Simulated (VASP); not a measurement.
Band structure of SiSn (relaxed from the WC structure, space group P-6m2). Level of theory: PBEsol GGA, VASP's PBE PAW potentials (set 64) (plane waves; VASP).

Unless said otherwise, spin-orbit coupling is left out, though it shifts the bands of the heavy elements here.

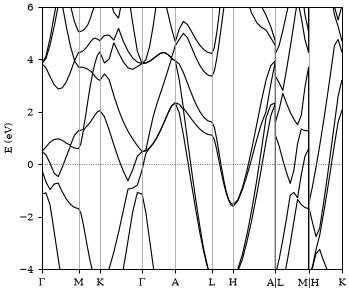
Fig. 1. Bands along high-symmetry lines, zero at the valence-band maximum or, without a gap, the Fermi level

**Question.** Read the plot: is there a gap, and where are the band edges?

**Answer.** It has no gap at this level: it comes out as a metal or semimetal. (Edges off the drawn lines would not show.)

The structure was generated: SiSn was put into the WC type (P-6m2), which need not be its known phase. It was relaxed first, which changed the volume by +11 %.
